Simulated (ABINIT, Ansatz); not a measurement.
# SmAl (Pm-3m): from the cell to the phonon bands

Aim: the phonon dispersion of SmAl (Pm-3m), checked by a second program.

Method: DFT PBEsol, scalar-relativistic, plane waves, PseudoDojo norm-conserving, 4f in core pseudopotentials (the lanthanide files made for PBE), in ABINIT 10.8.3.

## Step 1: Starting point

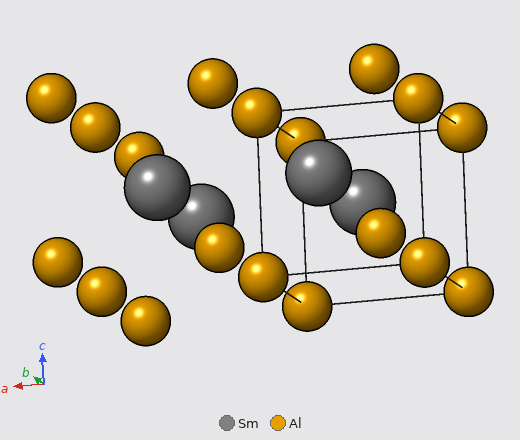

The starting structure, seen from a free direction (samarium grey, aluminium orange). 2×2×1 cells are drawn. Some periodic images of atoms are drawn too.

## Step 2: A first look

A first run with smearing and empty bands tells whether the crystal has a gap, which decides between fixed occupations and smearing later on.

File probe.abi:

```
# ground state
tolvrs 1.0d-08
prtden 1
prtwf 1

# basis, mesh and filling
ecut 21.0
ixc -116133
ngkpt 6 6 6
nshiftk 1
shiftk 0.0 0.0 0.0
istwfk *1
occopt 7
tsmear 0.005
nband 13
nstep 100
diemac 9.0
prtebands 0
prtgsr 0
useylm 1

# cell and atoms
acell 3*1.0 Angstrom
rprim 
    3.6711043 0.0 0.0
    0.0 3.6711043 0.0
    0.0 0.0 3.6711043
ntypat 2
znucl 62 13
natom 2
typat 1 2
xred 
    0.5 0.5 0.5
    0.0 0.0 0.0
pp_dirpath "./pseudo"
pseudos "Sm.upf, Al.upf"
```

Launch:

```
$ OMP_NUM_THREADS=1 mpirun -n 4 abinit probe.abi > probe.log
```

Numbers of over 12 decimals in the logs are rounded to 6 here.

probe.abo, the main output file:

```text
[banners, grids, parts of the stress and lines that vanish by symmetry left out]
- input  file    -> probe.abi
- output file    -> probe.abo
- root for input  files -> probei
[...]
Symmetries : space group Pm -3 m (#221); Bravais cP (primitive cubic)
[...]
mpw =        1568          nfft =       27000          nkpt =          20
[...]
== DATASET  1 ==================================================================
[...]
cutoff_energies: {ecut:  21.0, pawecutdg:  -1.0, }
[...]
ETOT  1  -42.306138103687    -4.231E+01 5.159E-02 3.166E+00
 ETOT  2  -42.326773018203    -2.063E-02 1.034E-02 7.786E-02
 ETOT  3  -42.326797737506    -2.472E-05 1.886E-03 3.765E-03
 ETOT  4  -42.326798688086    -9.506E-07 9.529E-04 3.564E-05
 ETOT  5  -42.326798698636    -1.055E-08 2.337E-04 3.845E-07
 ETOT  6  -42.326798698726    -8.978E-11 1.752E-04 3.353E-09
 At SCF step    6       vres2   =  3.35E-09 < tolvrs=  1.00E-08 =>converged.
[...]
sigma(1 1)=  8.53500392E-05  sigma(3 2)=  0.00000000E+00
  sigma(2 2)=  8.53500392E-05  sigma(3 1)=  0.00000000E+00
  sigma(3 3)=  8.53500392E-05  sigma(2 1)=  0.00000000E+00
[...]
convergence: {deltae: -8.978E-11, res2:  3.353E-09, residm:  1.752E-04, diffor: null, }
etotal    :  -4.23267987E+01
[...]
sigma(1 1)=  8.53500392E-05  sigma(3 2)=  0.00000000E+00
  sigma(2 2)=  8.53500392E-05  sigma(3 1)=  0.00000000E+00
  sigma(3 3)=  8.53500392E-05  sigma(2 1)=  0.00000000E+00
[...]
- sigma(1 1)=  2.51108485E+00  sigma(3 2)=  0.00000000E+00
- sigma(2 2)=  2.51108485E+00  sigma(3 1)=  0.00000000E+00
- sigma(3 3)=  2.51108485E+00  sigma(2 1)=  0.00000000E+00
[...]
fcart     -0.0000000000E+00 -0.0000000000E+00 -0.0000000000E+00
           strten      8.5350039234E-05  8.5350039234E-05  8.5350039234E-05
================================================================================

[key lines of the parts left out:]
pressure_GPa:  -2.5111E+00
```

Run time: 6.8 s. Hardware: 4 MPI ranks of Arm Neoverse N1, shared host.

Numbers from this step:

| Quantity | Value |
| --- | --- |
| volume per atom | 24.74 Å³ |
| pressure | -2.511 GPa |
| gap on the k-mesh | 0 eV |

No gap opens on this mesh, so smearing is kept; the printed pressure holds the stress of the finite basis too.

## Step 3: Relaxation

The harmonic expansion needs vanishing forces, and a free crystal bears no stress, so cell and atoms are brought to rest. Stress is more sensitive to the basis than forces are: the last 3 Ha under the cutoff are smoothed with ecutsm, and the cutoff is raised above that of the later runs.

File relax.abi:

```
# relaxation
ionmov 2
optcell 2
dilatmx 1.08
ntime 40
tolmxf 1.0d-05
tolvrs 1.0d-14
prtwf 0
prtden 0
chksymtnons 0

# basis, mesh and filling
ecut 27.0
ecutsm 3.0
ixc -116133
ngkpt 8 8 8
nshiftk 1
shiftk 0.0 0.0 0.0
istwfk *1
occopt 7
tsmear 0.01
nband 13
nstep 100
diemac 1000000.0
prtebands 0
prtgsr 0
useylm 1

# cell and atoms
acell 3*1.0 Angstrom
rprim 
    3.6711043 0.0 0.0
    0.0 3.6711043 0.0
    0.0 0.0 3.6711043
ntypat 2
znucl 62 13
natom 2
typat 1 2
xred 
    0.5 0.5 0.5
    0.0 0.0 0.0
pp_dirpath "./pseudo"
pseudos "Sm.upf, Al.upf"
```

Launch:

```
$ OMP_NUM_THREADS=1 mpirun -n 4 abinit relax.abi > relax.log
```

relax.abo, the main output file:

```text
[banners, grids, parts of the stress and lines that vanish by symmetry left out]
- input  file    -> relax.abi
- output file    -> relax.abo
- root for input  files -> relaxi
[...]
Symmetries : space group Pm -3 m (#221); Bravais cP (primitive cubic)
[...]
mpw =        2872          nfft =       46656          nkpt =          35
[...]
== DATASET  1 ==================================================================
[...]
cutoff_energies: {ecut:  27.0, pawecutdg:  -1.0, }
[...]
ETOT  1  -42.307950610444    -4.231E+01 3.681E-02 5.566E+00
 ETOT  2  -42.327709711569    -1.976E-02 1.133E-02 3.381E-01
 ETOT  3  -42.327760745716    -5.103E-05 5.301E-03 8.414E-03
 ETOT  4  -42.327761996346    -1.251E-06 4.058E-03 1.563E-04
 ETOT  5  -42.327762018474    -2.213E-08 2.708E-03 4.318E-07
[...]
At SCF step    9       vres2   =  4.68E-16 < tolvrs=  1.00E-14 =>converged.
[...]
sigma(1 1)=  7.25359315E-05  sigma(3 2)=  0.00000000E+00
  sigma(2 2)=  7.25359315E-05  sigma(3 1)=  0.00000000E+00
  sigma(3 3)=  7.25359315E-05  sigma(2 1)=  0.00000000E+00
[...]
convergence: {deltae: -2.203E-13, res2:  4.682E-16, residm:  1.242E-04, diffor: null, }
etotal    :  -4.23277620E+01
[...]
ETOT  1  -42.327646886174    -4.233E+01 4.698E-04 1.634E+00
[...]
At SCF step    8       vres2   =  2.81E-15 < tolvrs=  1.00E-14 =>converged.
[...]
sigma(1 1)=  6.01688003E-05  sigma(3 2)=  0.00000000E+00
  sigma(2 2)=  6.01688003E-05  sigma(3 1)=  0.00000000E+00
  sigma(3 3)=  6.01688003E-05  sigma(2 1)=  0.00000000E+00
[...]
convergence: {deltae:  1.705E-13, res2:  2.806E-15, residm:  7.425E-04, diffor: null, }
etotal    :  -4.23279064E+01
[...]
ETOT  1  -42.322789454620    -4.232E+01 1.671E-02 3.458E+01
[...]
At SCF step    9       vres2   =  2.71E-16 < tolvrs=  1.00E-14 =>converged.
[...]
sigma(1 1)= -2.63649413E-06  sigma(3 2)=  0.00000000E+00
  sigma(2 2)= -2.63649413E-06  sigma(3 1)=  0.00000000E+00
  sigma(3 3)= -2.63649413E-06  sigma(2 1)=  0.00000000E+00
[...]
convergence: {deltae:  3.411E-13, res2:  2.713E-16, residm:  9.337E-06, diffor: null, }
etotal    :  -4.23282039E+01
[...]
ETOT  1  -42.328195332789    -4.233E+01 5.261E-06 5.852E-02
[...]
ETOT  6  -42.328204411823    -7.745E-13 1.773E-06 2.247E-12
 ETOT  7  -42.328204411822     1.194E-12 1.942E-06 9.680E-15
 At SCF step    7       vres2   =  9.68E-15 < tolvrs=  1.00E-14 =>converged.
[...]
sigma(1 1)=  8.75686510E-08  sigma(3 2)=  0.00000000E+00
  sigma(2 2)=  8.75686510E-08  sigma(3 1)=  0.00000000E+00
  sigma(3 3)=  8.75686510E-08  sigma(2 1)=  0.00000000E+00
[...]
convergence: {deltae:  1.194E-12, res2:  9.680E-15, residm:  1.942E-06, diffor: null, }
etotal    :  -4.23282044E+01
[...]
At Broyd/MD step   4, gradients are converged :
[...]
sigma(1 1)=  8.75686510E-08  sigma(3 2)=  0.00000000E+00
  sigma(2 2)=  8.75686510E-08  sigma(3 1)=  0.00000000E+00
  sigma(3 3)=  8.75686510E-08  sigma(2 1)=  0.00000000E+00
[...]
- sigma(1 1)=  2.57635866E-03  sigma(3 2)=  0.00000000E+00
- sigma(2 2)=  2.57635866E-03  sigma(3 1)=  0.00000000E+00
- sigma(3 3)=  2.57635866E-03  sigma(2 1)=  0.00000000E+00
[...]
fcart     -0.0000000000E+00 -0.0000000000E+00 -0.0000000000E+00
           strten      8.7568650991E-08  8.7568650991E-08  8.7568650991E-08
================================================================================

[key lines of the parts left out:]
pressure_GPa:  -2.5764E-03
Total energy (etotal) [Ha]= -4.23282044118216E+01
```

The job ended after 52 s (4 MPI ranks; 3.5 min of CPU time).

Relaxation path:

```tsv
step	energy less that of the first step (eV)	largest force (eV/Å)	volume (Å³)
1	0.0000	0.0000	49.48
2	-0.0039	0.0000	49.15
3	-0.0120	0.0000	47.66
4	-0.0120	0.0000	47.72
```

```tsv
conventional cell, symmetrised	before	after	change
a (Å)	3.671	3.627	-1.2 %
b (Å)	3.671	3.627	-1.2 %
c (Å)	3.671	3.627	-1.2 %
volume (Å³/atom)	24.74	23.86	-3.5 %
```

The relaxed structure:

```
Sm Al
1.0
     3.62721    0.00000    0.00000
     0.00000    3.62721    0.00000
     0.00000    0.00000    3.62721
Sm Al
1 1
Direct
  0.50000 0.50000 0.50000
  0.00000 0.00000 0.00000
```

Read from the output:

* volume per atom: 23.86 Å³
* pressure: -0.002576 GPa

The volume changes by -3.5 % in this run and stands -3.5 % from the first cell.

## Step 4: Self-consistent run for the response

The response is built on these wavefunctions, so the potential is converged far more tightly than an energy would need. Smearing stays on, as the first look found no gap above 0.3 eV.

File gs.abi:

```
# ground state
tolvrs 1.0d-16
prtden 1
prtwf 1

# basis, mesh and filling
ecut 21.0
ixc -116133
ngkpt 8 8 8
nshiftk 1
shiftk 0.0 0.0 0.0
istwfk *1
occopt 7
tsmear 0.01
nband 13
nstep 100
diemac 1000000.0
prtebands 0
prtgsr 0
useylm 1

# cell and atoms
acell 3*1.0 Angstrom
rprim 
    3.627214101 0.0 0.0
    0.0 3.627214101 0.0
    0.0 0.0 3.627214101
ntypat 2
znucl 62 13
natom 2
typat 1 2
xred 
    0.5 0.5 0.5
    0.0 0.0 0.0
pp_dirpath "./pseudo"
pseudos "Sm.upf, Al.upf"
```

Launch:

```
$ OMP_NUM_THREADS=1 mpirun -n 4 abinit gs.abi > gs.log
```

gs.abo, the main output file:

```text
[banners, grids, parts of the stress and lines that vanish by symmetry left out]
- input  file    -> gs.abi
- output file    -> gs.abo
- root for input  files -> gsi
[...]
Symmetries : space group Pm -3 m (#221); Bravais cP (primitive cubic)
[...]
mpw =        1498          nfft =       27000          nkpt =          35
[...]
== DATASET  1 ==================================================================
[...]
cutoff_energies: {ecut:  21.0, pawecutdg:  -1.0, }
[...]
ETOT  1  -42.308543961929    -4.231E+01 5.335E-02 3.508E+00
 ETOT  2  -42.327806707677    -1.926E-02 8.487E-03 2.733E-01
 ETOT  3  -42.327879397183    -7.269E-05 4.483E-03 3.748E-03
 ETOT  4  -42.327880308048    -9.109E-07 2.080E-03 1.373E-04
 ETOT  5  -42.327880342957    -3.491E-08 8.897E-04 2.708E-07
[...]
ETOT  9  -42.327880343052     1.478E-12 1.722E-04 4.924E-16
 ETOT 10  -42.327880343053    -1.016E-12 7.199E-05 1.696E-18
 At SCF step   10       vres2   =  1.70E-18 < tolvrs=  1.00E-16 =>converged.
[...]
sigma(1 1)=  1.21772660E-05  sigma(3 2)=  0.00000000E+00
  sigma(2 2)=  1.21772660E-05  sigma(3 1)=  0.00000000E+00
  sigma(3 3)=  1.21772660E-05  sigma(2 1)=  0.00000000E+00
[...]
convergence: {deltae: -1.016E-12, res2:  1.696E-18, residm:  7.199E-05, diffor: null, }
etotal    :  -4.23278803E+01
[...]
sigma(1 1)=  1.21772660E-05  sigma(3 2)=  0.00000000E+00
  sigma(2 2)=  1.21772660E-05  sigma(3 1)=  0.00000000E+00
  sigma(3 3)=  1.21772660E-05  sigma(2 1)=  0.00000000E+00
[...]
- sigma(1 1)=  3.58267535E-01  sigma(3 2)=  0.00000000E+00
- sigma(2 2)=  3.58267535E-01  sigma(3 1)=  0.00000000E+00
- sigma(3 3)=  3.58267535E-01  sigma(2 1)=  0.00000000E+00
[...]
fcart     -0.0000000000E+00 -0.0000000000E+00 -0.0000000000E+00
           strten      1.2177265996E-05  1.2177265996E-05  1.2177265996E-05
================================================================================

[key lines of the parts left out:]
pressure_GPa:  -3.5827E-01
```

The job ended after 12 s (4 MPI ranks; 48 s of CPU time).

This step gave:

| Property | Result |
| --- | --- |
| pressure | -0.3583 GPa |

The cell stands at -0.36 GPa: the relaxation ran with a smoothed and higher cutoff, and the difference is a stress of the finite basis.

(Continued in part 2 of 4.)

[Host names and launcher messages were left out of these logs when they were recorded.]

[Logs are printed without paths, hosts, clocks, repeated set-up lines and the standing remarks that a program may print on its own settings, such as how far it seeks lower states.]

[Hosts, paths, dates, database ids (printed as entryN), source tags and the programs' standing remarks are cut or masked in the printed files.]
